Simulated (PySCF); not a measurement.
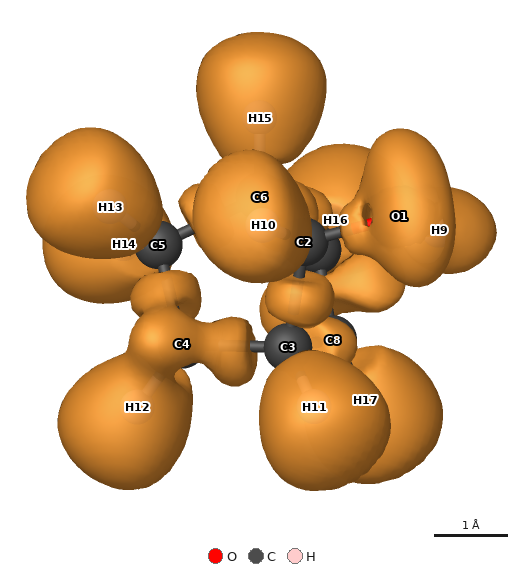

*C₇H₉O (doublet). Isosurface of the ELF at 0.75 (orange), seen across its widest extent. Only the valence region is drawn (cores and ρ < 0.01 e/Å³ removed).*

Geometry: GFN2-xTB.

Level of theory: PySCF 2.14.0, density-fitted response routines, UKS B3LYP, pcH-1 on C H O, non-relativistic, mean-field spin-orbit, GIAO.

Input

```
{"job": {"kind": "epr", "basis": "pcH-1"}, "charge": 0, "multiplicity": 2}
O     -0.987557     0.495434    -2.097255
C      0.031569     0.110558    -1.233188
C     -0.266553    -1.118234    -0.330194
C      0.969793    -1.146088     0.494690
C      1.415209     0.257720     0.690303
C      0.287507     1.042137    -0.022629
C     -0.959183     0.782231     0.781229
C     -1.279947    -0.500028     0.617671
H     -1.788058     0.626532    -1.571207
H      0.913829    -0.032109    -1.859541
H     -0.562174    -2.044594    -0.813156
H      1.283746    -1.976564     1.095506
H      2.380767     0.453103     0.210601
H      1.515144     0.537779     1.744253
H      0.516191     2.081145    -0.244863
H     -1.423488     1.507801     1.423061
H     -2.053793    -1.064793     1.104808
```

Launched as:

```sh
OMP_NUM_THREADS=1 python probes_run.py task.json out
```

Identify the bonds, lone pairs and shells in this picture.

At this value the surface marks out six regions between bonded C–C atoms (shared pairs), eight regions around hydrogen nuclei and one joined region spread over several atoms (H, O), in which their bonds and any lone pairs are merged. Profiles from the grid: C–C (1.33 Å): the ELF peaks at about 0.90 between the atoms; a short, multiple covalent bond. C–O (1.39 Å): the ELF peaks at about 0.90 between the atoms, as expected for a shared but strongly polarised pair.
